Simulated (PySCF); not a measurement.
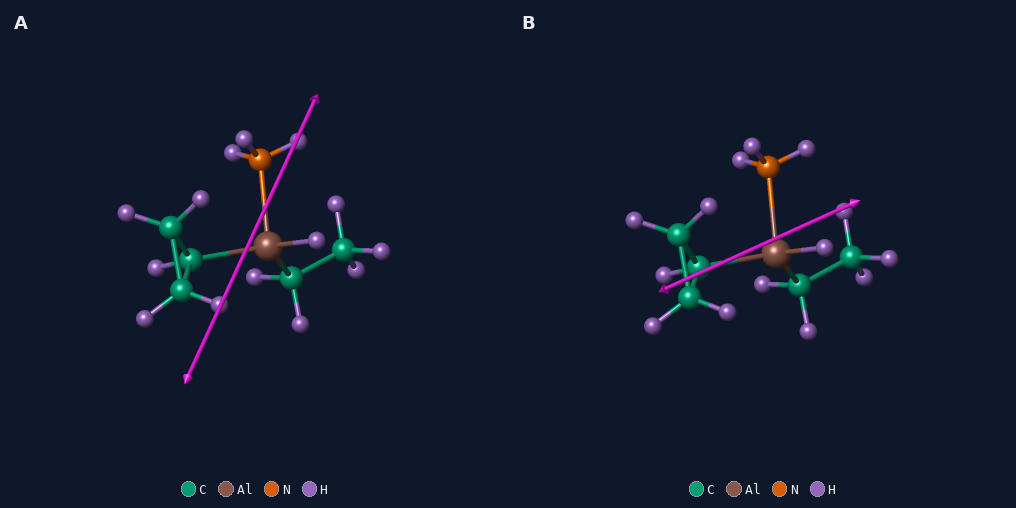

The double arrows show the directions of two transition dipoles from the ground state (lengths mean nothing). The geometry was computed by an optimisation with PBE0-D3(BJ)/def2-SVP. No frequency run is at hand to confirm it as a minimum. Method: TDDFT ωB97X-D/def2-SVPD, vertical, gas phase, core orbitals frozen in the response (PySCF 2.14.0).

### One belongs to singlet state 7 and one to singlet state 9. Which is which?

A: state 7, 7.42 eV (167 nm), oscillator strength 0.031, mainly HOMO−2 → LUMO (weight 0.70).
B: state 9, 7.69 eV (161 nm), oscillator strength 0.020, of mixed character, with the largest part HOMO−3 → LUMO (weight 0.39).
